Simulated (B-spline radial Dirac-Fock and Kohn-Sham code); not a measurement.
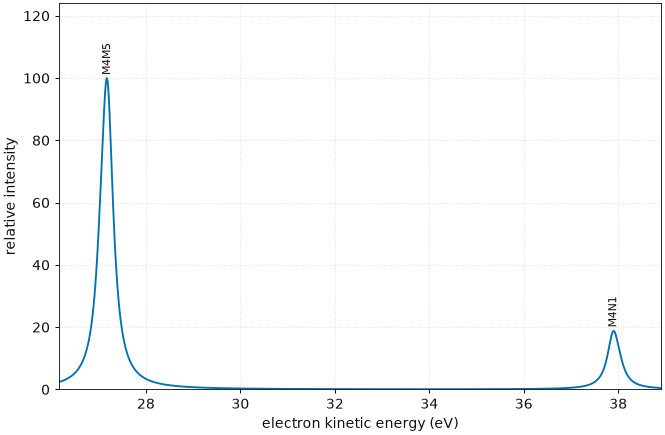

Auger and Coster–Kronig groups that fill an M2 (3p1/2) hole, broadened by 0.30 eV full width. Kinetic energies count from the vacuum level; very weak lines are left out. It refers to neutral manganese ([Ar] 3d5 4s2). The calculation used independent-particle Coulomb rates on relativistic LDA orbitals, configuration-average energies from Dirac–Fock (a B-spline radial code). Widths ruled by Coster–Kronig decay come out up to twice the measured ones in this model.

How wide is the M2 level from this decay?

The non-radiative width is 1.08 eV.

Which group is strongest?

M2-M4M5 at 27.18 eV, 69 % of the non-radiative width.
